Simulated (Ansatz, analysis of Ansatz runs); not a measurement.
## Br_S under the (011) surface of Ag2S: energy against depth

How does the energy of Br_S change with depth under the (011) face of Ag2S? Model: a cell of 48 host atoms with 1 S taken out and 1 Br put in, a symmetric slab with vacuum.

Calculated with Ansatz 0.2.0; plane-wave PAW DFT, PBEsol; a slab with vacuum, neutral defects.

## 1. The structure

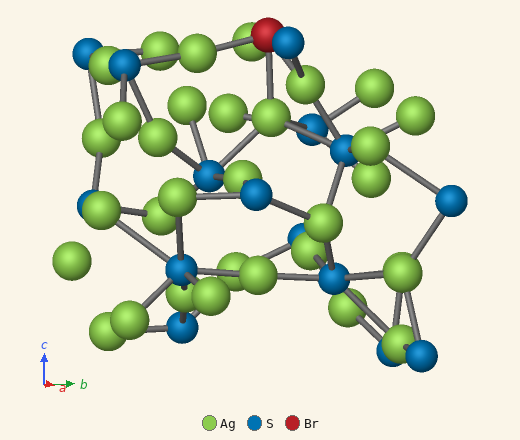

The cell as given, from the side, with the c axis up (silver green, sulfur blue, bromine red). Bonds to atoms that aren't drawn are left out.

The cell holds 48 atoms: 32 Ag, 15 S and 1 Br. Cell: a = 8.722 Å, b = 10.745 Å, c = 23.000 Å, α = 90.0°, β = 90.0°, γ = 81.9°. It derives from Ag2S (space group P2_1/c), repeated 2×1×1. Vacuum lies along c. Nearest the centre at fractional (0.844, 0.276, 0.706): Br43 at 0.00 Å, Ag34 at 2.33 Å, Ag11 at 2.38 Å, Ag31 at 2.57 Å, Ag35 at 2.60 Å, Ag30 at 3.71 Å, S19 at 3.99 Å, S21 at 4.25 Å.

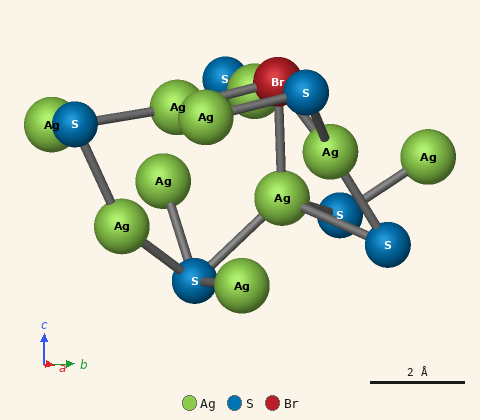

The atoms within 5 Å of the centre.

As a file:

```xyz
48
Lattice="8.7223 0.0000 0.0000 1.5219 10.6368 0.0000 0.0000 0.0000 23.0000" Properties=species:S:1:pos:R:3
Ag    0.7097    7.1575   13.8067
Ag    2.1158   -0.4966   11.4269
Ag    4.4984    2.5976    8.9416
Ag    5.9330    9.0849   13.0244
Ag    0.3471    6.7885    6.8665
Ag    0.5171    1.8468   11.9029
Ag    3.4168    2.5786   13.7192
Ag    2.2331    8.9423    7.6578
Ag    2.2981    6.4443    9.0840
Ag    3.3656    0.4780   15.6210
Ag    5.4148    2.9016   15.9507
Ag    4.6106    8.4405    9.2521
Ag    3.2274    8.5079   13.7392
Ag    1.9065    4.0623   10.6097
Ag    2.4549    0.4695    8.4298
Ag    3.0003    5.3008   12.9749
S     0.2210    4.7333    8.8624
S     5.2885    8.8214   15.5608
S     3.0414    2.7417   16.1290
S     3.3143    7.7434   11.3021
S     5.3620    4.7797   13.2709
S     4.5190    0.9279    7.2614
S     2.7075    6.9418    6.5761
S     2.9370    1.7743   11.5182
Ag    5.3214    6.7217   14.5114
Ag    4.8185    0.2228   10.6661
Ag    8.8813    2.3936    8.9764
Ag    9.5316   10.1014   13.1525
Ag    4.8290    5.9923    7.8400
Ag    5.6214    0.8555   14.0392
Ag    7.2927    3.1211   13.7162
Ag    6.2819    9.2340    7.1613
Ag    7.1537    7.2053    9.0058
Ag    8.0417    0.6782   15.7025
Ag    9.8102    3.6713   14.7876
Ag    9.7372    8.3163   10.9560
Ag    7.6506    8.9487   15.2876
Ag    6.7147    4.4563    9.6435
Ag    6.6299    0.5956    8.3828
Ag    6.4811    6.3872   11.8204
S     4.3436    4.7295    9.9177
S    10.0406    8.9703   15.3692
Br    7.7789    2.9325   16.2327
S     7.3602    8.5373   11.0179
S     9.3073    5.0303   12.7625
S     8.8514    0.0284    9.1600
S     6.7007    7.0021    6.5834
S     6.8826    1.2900   11.9338
```

The cell's shortest repeat is 8.7 Å.

## 2. The clean slab

The slab is cut stoichiometric, symmetric and without a dipole, at the in-plane lattice of the database's bulk structure, and all its atoms relax. Miller indices refer to pymatgen's conventional standard cell, whose axes can be ordered otherwise than in the space-group symbol.

The input, slab/input.yaml:

```yaml
crystal:
  lattice:
    - [4.361136, 0.0, 0.0]
    - [1.521925, 10.636779, 0.0]
    - [0.0, 0.0, 23.0]
  atoms:
    - { symbol: Ag, position: [0.1011395, 0.5926199, 0.6653025] }
    - { symbol: Ag, position: [0.2701242, 0.1083875, 0.4341832] }
    - { symbol: Ag, position: [0.8849521, 0.3127747, 0.3346975] }
    - { symbol: Ag, position: [0.7159673, 0.7970071, 0.5658168] }
    - { symbol: Ag, position: [0.3215261, 0.5324901, 0.3266883] }
    - { symbol: Ag, position: [0.1525413, 0.0167225, 0.5578076] }
    - { symbol: Ag, position: [0.2129888, 0.3055422, 0.5698905] }
    - { symbol: Ag, position: [0.3819735, 0.8213097, 0.3387712] }
    - { symbol: Ag, position: [0.7731028, 0.5998524, 0.4301095] }
    - { symbol: Ag, position: [0.604118, 0.0840848, 0.6612288] }
    - { symbol: Ag, position: [0.6645655, 0.3729045, 0.6733117] }
    - { symbol: Ag, position: [0.8335502, 0.8886721, 0.4421924] }
    - { symbol: Ag, position: [0.5487945, 0.8140131, 0.6997014] }
    - { symbol: Ag, position: [0.7177792, 0.3297807, 0.4685821] }
    - { symbol: Ag, position: [0.4372971, 0.0913814, 0.3002986] }
    - { symbol: Ag, position: [0.2683123, 0.5756139, 0.5314179] }
    - { symbol: S, position: [0.155938, 0.4105862, 0.412823] }
    - { symbol: S, position: [0.9869532, 0.8948187, 0.6439423] }
    - { symbol: S, position: [0.2411513, 0.2498477, 0.7089048] }
    - { symbol: S, position: [0.4101361, 0.7656153, 0.4777855] }
    - { symbol: S, position: [0.8301536, 0.4948083, 0.587177] }
    - { symbol: S, position: [0.9991383, 0.0105759, 0.3560577] }
    - { symbol: S, position: [0.7449402, 0.6555468, 0.2910952] }
    - { symbol: S, position: [0.5759555, 0.1397792, 0.5222145] }
basis:
  ecutwfc: 420
  xc_grid: 2
hamiltonian:
  xc: pbesol
  pseudopotentials: { kind: paw, azcp: { folder: soft_1 }, xc_functional: pbe }
kpoints:
  mp_grid: { grid: [4, 2, 1] }
scf:
  occupations: { method: fermi_dirac, width: 0.01 }
  max_iter: 80
relax:
  f_tol: 0.01
  max_steps: 100
  random_displacement: { amplitude: 0.03, seed: 2230 }
output:
  forces: true
  eigenvalues: true
```

Launch:

```bash
$ ansatz run input.yaml --threads 32 --pin off --max-ram 84787MiB --backend cuda --events-out ev --progress --plain --runs-dir out --max-vram 78GiB
```

Numbers of over 12 decimals in the logs are rounded to 6 here.

Log:

```text
[... repeated set-up lines and file paths are left out, and long positions are rounded to six places ...]
[...]
Engine: ansatz 0.2.0, aarch64-unknown-linux-gnu
[...]
Pseudopotential: Ag, paw, valence charge 19, recommended cutoff 420 eV (normal), soft_1/Ag.paw.azcp
Pseudopotential: S, paw, valence charge 6, recommended cutoff 420 eV (normal), soft_1/S.paw.azcp
Functional definition: PBEsol
[...]
Crystal: 24 atoms, lattice volume = 1066.934 Å³
Basis set: ecut = 420 eV, 20875 PW (Γ), exchange–correlation on 60×144×320 points (8 copies of the dense FFT grid, shifted against one another)
Bands: 212, of which v1, the nominal top of the filled ones, is band 176 counted from 1 (175 counted from 0)
[...]
k-points: 6 of 8 (time reversal used)
[...]
relax step   1: F+E_penalty+E_count = -127429.92062873 eV  Δ(F+E_penalty+E_count) = +0.000e0 eV  max|allowed force component| = 1.060e0 eV/Å  Δτ_max = 0.0000 Å  (9 SCF iters, dr2 threshold 2.50e-6 eV, [...]
[...]
relax step   8: F+E_penalty+E_count = -127432.82731572 eV  Δ(F+E_penalty+E_count) = -1.721e-1 eV  max|allowed force component| = 1.847e-1 eV/Å  Δτ_max = 0.1951 Å  (6 SCF iters, dr2 threshold 2.68e-5 e [...]
[...]
relax step  20: F+E_penalty+E_count = -127433.60829626 eV  Δ(F+E_penalty+E_count) = -8.750e-3 eV  max|allowed force component| = 2.074e-2 eV/Å  Δτ_max = 0.0391 Å  (6 SCF iters, dr2 threshold 1.22e-6 e [...]
[...]
SCF 22 converged in 7 iterations: F = -127433.609269 eV  dr2 = 1.24e-8
[...]
--- Relaxed structure (22 steps of the walk, 22 accepted, 0 SCFs on fresh bases) ---
[...]
```

Wall time 18 s (1 × NVIDIA GB200 with 32 threads of Arm Neoverse V2, shared host); peak memory 1.2 GiB; 79 s of CPU time.

Step by step:

| step | energy less that of the first step (eV) | largest force component (eV/Å) |
| --- | --- | --- |
| 1 | 0.0000 | 1.0597 |
| 2 | -0.8414 | 0.8360 |
| 3 | -1.4746 | 0.5375 |
| 4 | -2.0234 | 0.3049 |
| 5 | -2.3257 | 0.2515 |
| 6 | -2.5502 | 0.2169 |
| 7 | -2.7345 | 0.1898 |
| 8 | -2.9067 | 0.1847 |
| 9 | -3.0442 | 0.1631 |
| 10 | -3.1727 | 0.1115 |
| 11 | -3.2631 | 0.2778 |
| 12 | -3.3678 | 0.1413 |
| 13 | -3.4159 | 0.1458 |
| 14 | -3.4391 | 0.0682 |
| 15 | -3.4778 | 0.1022 |
| 16 | -3.5826 | 0.1101 |
| 17 | -3.6344 | 0.2866 |
| 18 | -3.6620 | 0.1195 |
| 19 | -3.6789 | 0.0836 |
| 20 | -3.6877 | 0.0207 |
| 21 | -3.6884 | 0.0076 |
| 22 | -3.6886 | 0.0043 |

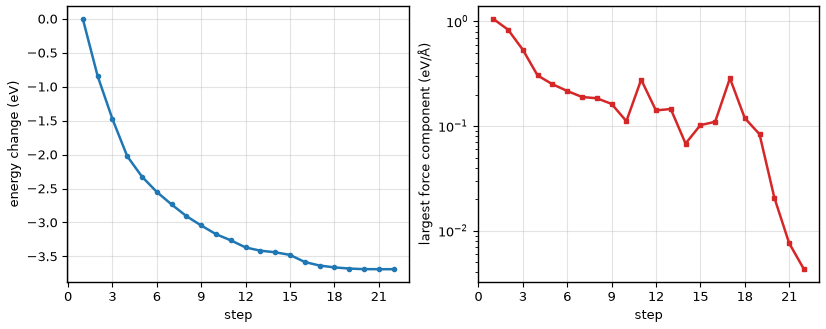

Energy and largest force along the relaxation.

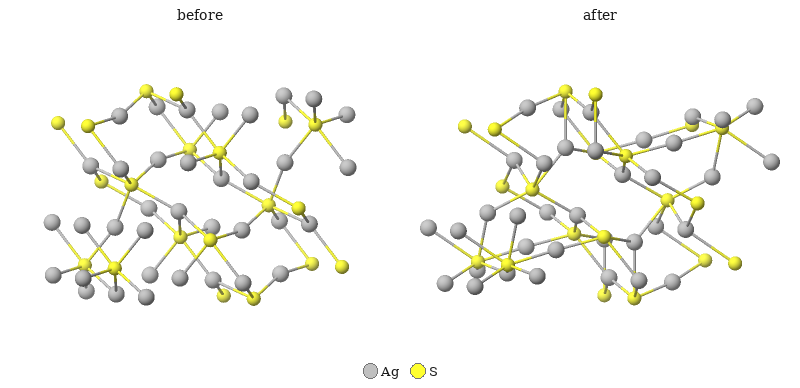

The structure before and after the relaxation, drawn at the same scale.

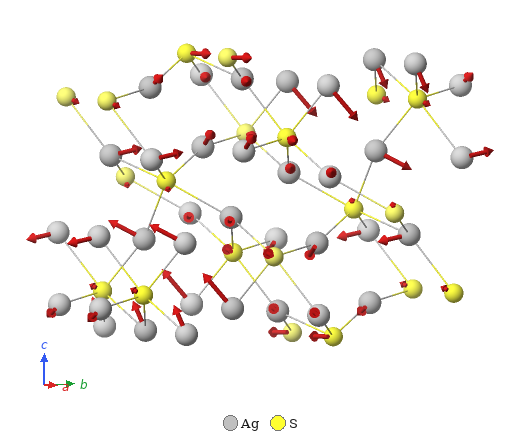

Displacements in the relaxation from the typed sites, scaled, the mean shift taken out; the longest in the cell stands for 1.76 Å. Some periodic images of atoms are drawn too.

The atoms that moved most (Å, from the sites as typed, ahead of the random displacement, the mean shift of all atoms taken out):

| atom | dx | dy | dz | length |
| --- | --- | --- | --- | --- |
| Ag3 | -0.035 | -1.159 | 1.325 | 1.761 |
| Ag1 | 0.035 | 1.159 | -1.325 | 1.761 |
| Ag4 | 0.366 | 1.217 | -0.671 | 1.437 |
| Ag2 | -0.366 | -1.217 | 0.671 | 1.437 |
| Ag11 | 1.396 | -0.274 | -0.066 | 1.424 |
| Ag5 | -1.396 | 0.274 | 0.066 | 1.424 |
| Ag7 | 1.280 | -0.070 | 0.599 | 1.415 |
| Ag9 | -1.280 | 0.070 | -0.599 | 1.415 |

The relaxed structure:

```xyz
24
Lattice="4.3611 0.0000 0.0000 1.5219 10.6368 0.0000 0.0000 0.0000 23.0000" Properties=species:S:1:pos:R:3
Ag    1.3747    7.4595   13.9795
Ag    0.9733   -0.0670   10.6598
Ag    4.2966    2.1650    9.0253
Ag    4.6982    9.6916   12.3450
Ag    0.8131    5.9351    7.5821
Ag    0.4688    1.4067   13.0700
Ag    2.6704    3.1768   13.7088
Ag    2.2700    8.5538    7.3929
Ag    3.0010    6.4477    9.2960
Ag    3.4014    1.0708   15.6118
Ag    4.8582    3.6894   15.4228
Ag    5.2026    8.2179    9.9348
Ag    3.7078    9.0666   15.1204
Ag    2.4339    3.8406   10.5501
Ag    1.9635    0.5580    7.8844
Ag    3.2375    5.7840   12.4547
S     0.2806    4.4077    9.6160
S     5.9065    9.7659   14.6588
S     2.7089    3.1716   16.3255
S     3.0639    8.0523   11.2266
S     5.3908    5.2169   13.3888
S     4.1260   -0.1413    8.3460
S     2.9625    6.4529    6.6793
S     2.6075    1.5723   11.7782
```

With the common shift taken out, atoms move by up to 1.76 Å from the bulk-cut sites, and by up to 1.32 Å along the normal.

On a dense mesh the slab's energy differs by 3 meV an atom, so the sampling is kept; the layers are compared at one sampling, where most of this error should cancel, which was not tested.

## 3. Does the supercell reconstruct?

The clean supercell is relaxed from displaced atoms, since a reconstruction that only the larger cell allows would otherwise be counted to the defect.

The input, pristine.relax/input.yaml:

```yaml
crystal:
  lattice:
    - [8.722272, 0.0, 0.0]
    - [1.521925, 10.636779, 0.0]
    - [0.0, 0.0, 23.0]
  atoms:
    - { symbol: Ag, position: [0.03523789, 0.70129603, 0.60780416] }
    - { symbol: Ag, position: [0.11268335, -0.00630308, 0.46346826] }
    - { symbol: Ag, position: [0.45709176, 0.20353818, 0.39240593] }
    - { symbol: Ag, position: [0.37966421, 0.91113663, 0.53673851] }
[... 38 atom lines left out ...]
    - { symbol: S, position: [0.75853988, 0.2981742, 0.70980446] }
    - { symbol: S, position: [0.71917752, 0.75702539, 0.48811351] }
    - { symbol: S, position: [1.03246984, 0.49045597, 0.58212011] }
    - { symbol: S, position: [0.97535785, -0.01328818, 0.3628686] }
    - { symbol: S, position: [0.73379473, 0.60666284, 0.29040555] }
    - { symbol: S, position: [0.77315292, 0.14781338, 0.51209422] }
basis:
  ecutwfc: 420
  xc_grid: 2
hamiltonian:
  xc: pbesol
  pseudopotentials: { kind: paw, azcp: { folder: soft_1 }, xc_functional: pbe }
kpoints:
  mp_grid: { grid: [2, 2, 1] }
scf:
  occupations: { method: fermi_dirac, width: 0.01 }
  max_iter: 80
output:
  forces: true
relax:
  f_tol: 0.015
  max_steps: 80
  random_displacement: { amplitude: 0.05, seed: 2239 }
```

Log:

```text
[...]
Crystal: 48 atoms, lattice volume = 2133.868 Å³
Basis set: ecut = 420 eV, 41711 PW (Γ), exchange–correlation on 120×144×320 points (8 copies of the dense FFT grid, shifted against one another)
Bands: 423, of which v1, the nominal top of the filled ones, is band 352 counted from 1 (351 counted from 0)
[...]
k-points: 4
[...]
SCF 2 converged in 6 iterations: F = -254867.165590 eV  dr2 = 3.05e-6
[...]
relax step   4: F+E_penalty+E_count = -254867.23488951 eV  Δ(F+E_penalty+E_count) = -3.575e-2 eV  max|allowed force component| = 4.266e-2 eV/Å  Δτ_max = 0.1401 Å  (7 SCF iters, dr2 threshold 3.26e-6 e [...]
[...]
relax step  11: F+E_penalty+E_count = -254867.71778914 eV  Δ(F+E_penalty+E_count) = -1.403e-1 eV  max|allowed force component| = 1.946e-1 eV/Å  Δτ_max = 0.2000 Å  (6 SCF iters, dr2 threshold 9.51e-5 e [...]
[...]
relax step  39: F+E_penalty+E_count = -254869.45247324 eV  Δ(F+E_penalty+E_count) = -5.458e-3 eV  max|allowed force component| = 3.830e-2 eV/Å  Δτ_max = 0.0616 Å  (5 SCF iters, dr2 threshold 2.07e-5 e [...]
[...]
SCF 43 converged in 6 iterations: F = -254869.456795 eV  dr2 = 2.17e-7
[...]
--- Relaxed structure (44 steps of the walk, 41 accepted, 0 SCFs on fresh bases) ---
[...]
```

Wall time 44 s (1 × NVIDIA GB200 with 32 threads); peak memory 1.6 GiB.

Atoms end at most 1.57 Å from the small cell's positions: the larger cell lets the slab distort, and the defects are built on the new structure.

(Part 1 of 2 ends here.)

[Logs are printed without paths, hosts, clocks, repeated set-up lines and the standing remarks that a program may print on its own settings, such as how far it seeks lower states.]

[Hosts, paths, dates, database ids (printed as entryN), source tags and the programs' standing remarks are cut or masked in the printed files.]

[Maps of the electrostatic potential energy from Ansatz leave out the sawtooth potential of an applied field or a dipole correction, so their vacuum need not be flat.]
